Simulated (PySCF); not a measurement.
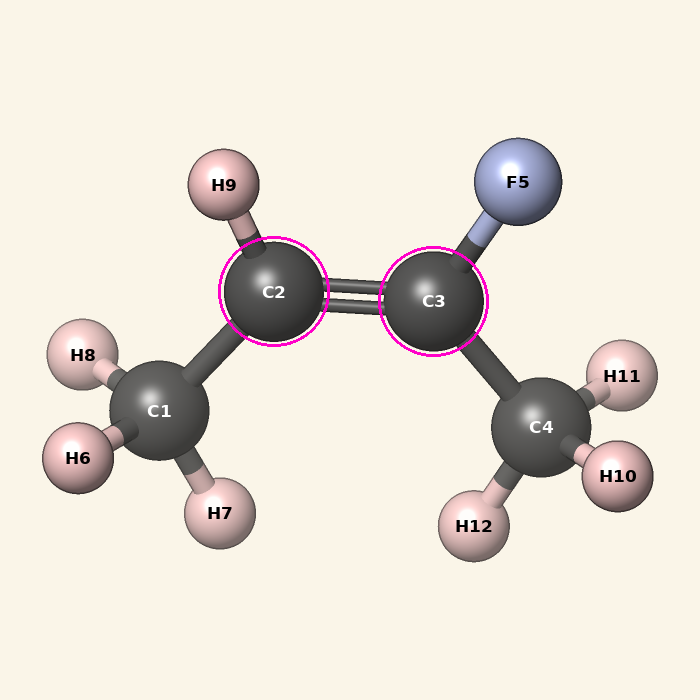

Distant atoms are faded towards the background colour. Circles mark the stereogenic atoms. Computed geometry: PBE0-D3(BJ)/def2-SVP optimisation. No frequency run is at hand to confirm it as a minimum.

Assign CIP descriptors.

C2=C3: E.

Give a SMILES with the stereochemistry.

C/C=C(\C)F
